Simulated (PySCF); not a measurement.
# C₄H₁₄OSSi₂: what the fields show

```yaml
atoms:
  - { symbol: C, position_ang: [-4.1145, 0.6852, -0.0831] }
  - { symbol: C, position_ang: [-2.6792, 1.0793, -0.4049] }
  - { symbol: Si, position_ang: [-1.4334, -0.0395, 0.4771] }
  - { symbol: O, position_ang: [-1.6243, -1.6229, 0.1491] }
  - { symbol: S, position_ang: [0.5225, 0.5965, -0.1441] }
  - { symbol: C, position_ang: [1.5159, -0.7151, 0.6597] }
  - { symbol: Si, position_ang: [3.1420, -0.9793, -0.2995] }
  - { symbol: C, position_ang: [4.1012, 0.6526, -0.3556] }
  - { symbol: H, position_ang: [-4.3003, -0.3511, -0.3564] }
  - { symbol: H, position_ang: [-4.3077, 0.7897, 0.9814] }
  - { symbol: H, position_ang: [-4.8213, 1.3137, -0.6221] }
  - { symbol: H, position_ang: [-2.5183, 2.1175, -0.1167] }
  - { symbol: H, position_ang: [-2.5269, 1.0363, -1.4857] }
  - { symbol: H, position_ang: [-1.5271, -0.0691, 1.9286] }
  - { symbol: H, position_ang: [-1.6203, -1.9643, -0.7425] }
  - { symbol: H, position_ang: [1.6877, -0.3997, 1.6864] }
  - { symbol: H, position_ang: [0.9145, -1.6194, 0.6805] }
  - { symbol: H, position_ang: [3.8917, -2.0247, 0.4123] }
  - { symbol: H, position_ang: [2.8027, -1.4423, -1.6500] }
  - { symbol: H, position_ang: [3.4702, 1.4486, -0.7414] }
  - { symbol: H, position_ang: [4.4379, 0.9502, 0.6340] }
  - { symbol: H, position_ang: [4.9766, 0.5773, -0.9933] }
```

Geometry: GFN2-xTB.

The calculation used PBE0/pcSseg-1, SCF density, gas phase, non-relativistic (PySCF).

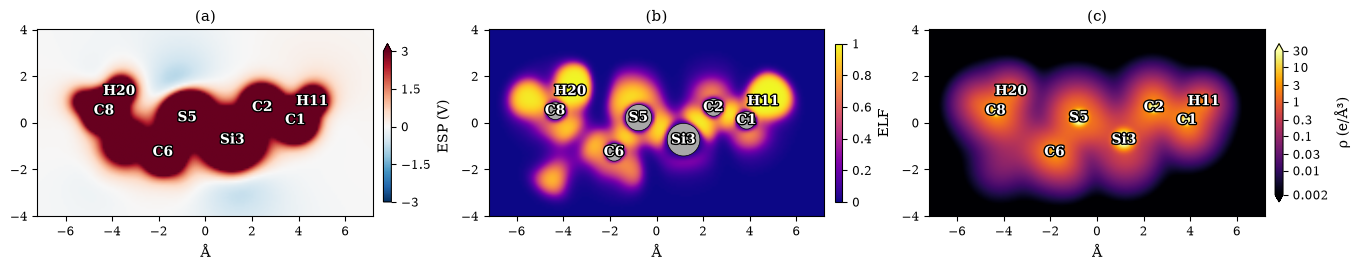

Figure 1. (a) molecular electrostatic potential; (b) ELF; (c) total electron density on the plane of atoms C2, Si3 and S5. Grey discs cover the atomic cores in the ELF map.

Q: What does the map show?

A:
- Atoms in the plane: C, Si, S and H.
- C–C (1.52 Å): ρ is about 1.6 e/Å³ halfway; the ELF peaks at about 0.95 between the atoms; localised, covalent bonding.
- C–S (1.83 Å): ρ at the midpoint is about 1.2 e/Å³; the ELF peaks at about 0.90 between the atoms, as expected for a shared electron pair.
- C–Si (1.89 Å): ρ at the midpoint is about 0.95 e/Å³; the ELF peaks at about 0.95 between the atoms: a covalent bond.
- Si–S (2.15 Å): ρ is about 0.85 e/Å³ halfway; the ELF peaks at about 0.95 between the atoms (a covalent bond).
- C–H (1.09 Å): ρ is about 2 e/Å³ halfway; the ELF climbs to about 1 towards the hydrogen, as it does in any bond to H: a covalent bond by its length.
- The ELF also peaks beside S5, away from the bonds: lone-pair regions.
- Outside the dense part of the molecule the potential is most negative (−0.8 V) near S5.

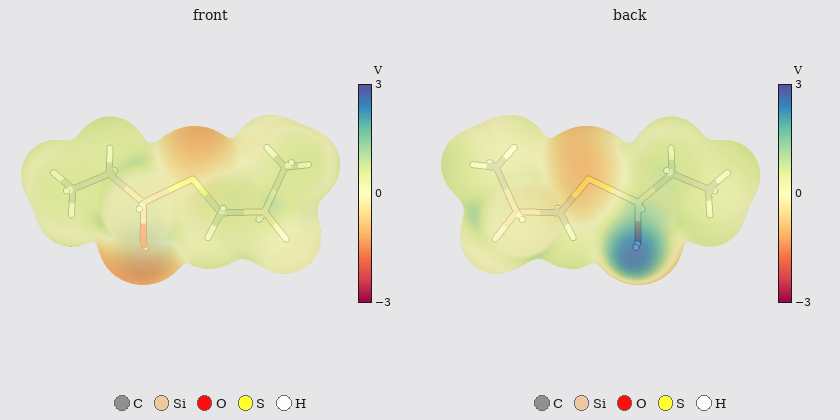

Figure 2. The molecular electrostatic potential painted on the density surface at 0.002 e/bohr³, seen from the front and from behind; red is negative and blue positive.

Q: Describe the electrostatic potential map.

A: The most negative region (about −1.3 V, or −30 kcal/mol for a unit charge) lies over O4, the most positive (about +2.5 V, or +58 kcal/mol for a unit charge) over H15. O4 is the likeliest acceptor of a hydrogen bond.

Q: What dipole moment does the calculation give?

A: Its dipole moment is 0.98 D.
